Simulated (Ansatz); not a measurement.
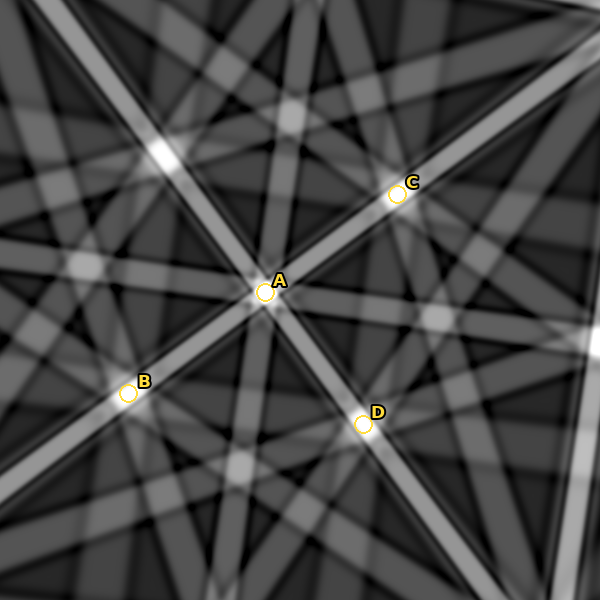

Simulated Kikuchi (electron backscatter) pattern at 30 kV: kinematic bands of width 2θ(Bragg) in gnomonic projection, seen from the camera side; the frame spans ±31° from its centre. Crystal: YRe3, space group Pm-3m (No. 221), a = 4.191 Å. Structure: the input geometry of an electronic-structure calculation (not necessarily at equilibrium); the starting structure was generated, so it need not be a known form of this composition.

Pole A is [001] and pole B is [-103].

Question: Index the poles C and D.

Answer: C is [103], 18.4° from A and 36.9° from B. D is [0-13], 18.4° from A and 25.8° from B.

Question: Which band joins A and B, and how wide is it?

Answer: It comes from the planes common to both zones. The strongest order is 0 2 0 with d = 2.095 Å, so the band is 2θ = 1.9° wide (λ = 0.0698 Å). Other orders of the same planes (0 4 0) lie on the same centre line with other widths.
